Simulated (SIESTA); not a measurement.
Band structure of Mg₃Sc (P6_3/mmc, 8 atoms in the cell).

```
Mg3Sc
1.0
    6.27633     0.00000     0.00000
   -3.13816     5.43546     0.00000
    0.00000     0.00000     4.98828
Mg Sc
6 2
Direct
  0.16662   0.33324   0.25000
  0.83338   0.66676   0.75000
  0.83338   0.16662   0.75000
  0.16662   0.83338   0.25000
  0.66676   0.83338   0.25000
  0.33324   0.16662   0.75000
  0.66667   0.33333   0.25000
  0.33333   0.66667   0.75000
```

Level of theory: GGA PBEsol, numerical atomic orbitals DZP, PseudoDojo PBEsol standard norm-conserving potentials (rewritten from UPF to PSML) (SIESTA).

Settings: XC.functional = GGA; XC.authors = PBEsol; potentials = PseudoDojo PBEsol standard; PAO.BasisSize = DZP; PAO.EnergyShift = 0.005 Ry; MeshCutoff = 400 Ry; kgrid.MonkhorstPack = 4 4 5; OccupationFunction = FD; ElectronicTemperature = 100 meV; MaxSCFIterations = 150; SCF.Mixer.Method = Broyden; SCF.Mixer.Weight = 0.25; SCF.Mixer.History = 6; SCF.DM.Tolerance = 1.0E-05.

The starting cell comes from a database of computed structures (which also holds hypothetical and non-ambient phases and stackings), without a prior relaxation at this level. Its lattice was rescaled by a random factor within 2.5 % of one. Values carry the incompleteness of an atom-centred basis.

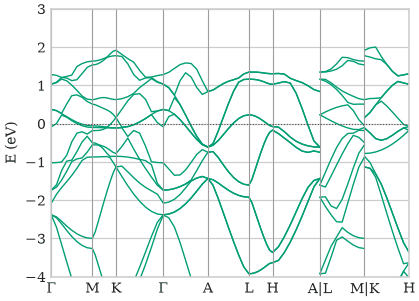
Figure. Bands along the path, energies from the Fermi level.

Levels in eV from the Fermi level, bands 38 to 43:
```json
[
 {"point": "Γ", "38": "-1.74", "39": "-1.74", "40": "-1.02", "41": "-0.08", "42": "0.37", "43": "0.37"},
 {"point": "M", "38": "-0.55", "39": "-0.50", "40": "-0.18", "41": "-0.10", "42": "-0.06", "43": "0.51"},
 {"point": "K", "38": "-0.85", "39": "-0.78", "40": "-0.11", "41": "-0.11", "42": "0.16", "43": "0.16"},
 {"point": "A", "38": "-1.43", "39": "-0.75", "40": "-0.75", "41": "-0.61", "42": "-0.61", "43": "-0.61"},
 {"point": "L", "38": "-1.92", "39": "-1.60", "40": "-1.60", "41": "0.23", "42": "0.23", "43": "1.16"},
 {"point": "H", "38": "-3.36", "39": "-0.17", "40": "-0.17", "41": "-0.08", "42": "-0.08", "43": "1.03"}
]
```

Bands cross the Fermi level along this path, so the cell is metallic at this level.

Higher empty bands are left out: an atom-centred basis made for the valence describes them poorly.
